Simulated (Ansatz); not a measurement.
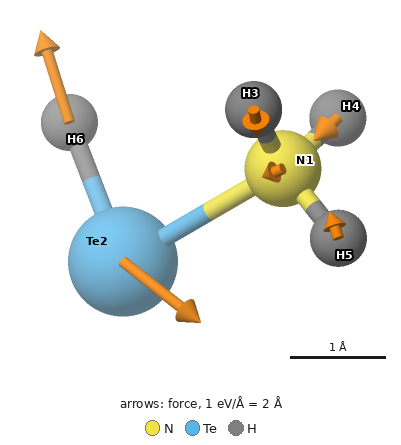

Starting geometry of NH$_{4}$Te (charge +1) with the computed forces as orange arrows. The picture is a ball-and-stick view, seen at a tilt.

Level of theory: RKS PBE0-D4/def2-TZVP (Ansatz). (force threshold 0.005 eV/Å; at most 200 steps)

What follows when this structure is relaxed?

Answer. It isn't relaxed: the largest force vector, on Te2, is 0.59 eV/Å. The final displacements follow the starting forces only in part (cosine between the two patterns 0.57). The energy falls by 0.34 kcal/mol in 4 accepted moves (6 points after the start). The largest force component goes from 0.54 to 0.00011 eV/Å. The line search rejected the trial steps at points 3, 5 of the run. The largest move after the best rigid fit is that of H6, 0.035 Å. Largest moves by element: H 0.035 Å, Te 0.022 Å, N 0.014 Å. Some distances before and after: Te2–H6 1.630 → 1.658 Å, N1–Te2 2.188 → 2.160 Å, N1–H3 1.024 → 1.020 Å. Cost: 4.4 s on 2 threads of AMD EPYC 9R45 96-Core, with other jobs on the host.
